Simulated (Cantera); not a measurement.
Charge: 1 mol CuO, 3.7 mol CH₄, 1.2 mol H₂, equilibrated at 750 Torr.

Method: chemical equilibrium by Gibbs-energy minimisation in Cantera with the NASA 1993 tables (ideal gas, pure condensed phases). Candidate condensed phases: C, C₆H₆, C₇H₈, C₈H₁₈, Cu, CuO, Cu(OH)₂, Cu₂O, H₂O; 113 gas species. The numbers say what is thermodynamically allowed, not how fast it happens.

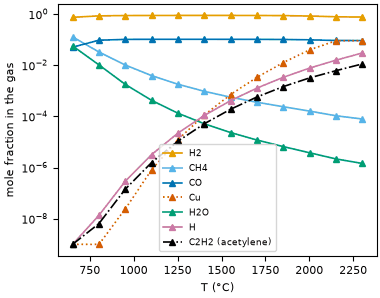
Figure. Equilibrium gas composition (values under 1e-9 drawn at 1e-9)

From 652 °C to 952 °C the condensed part is C(graphite) + Cu(s). From 1102 °C to 2002 °C the condensed part is C(graphite) + Cu(l). From 2152 °C to 2302 °C the condensed part is C(graphite).
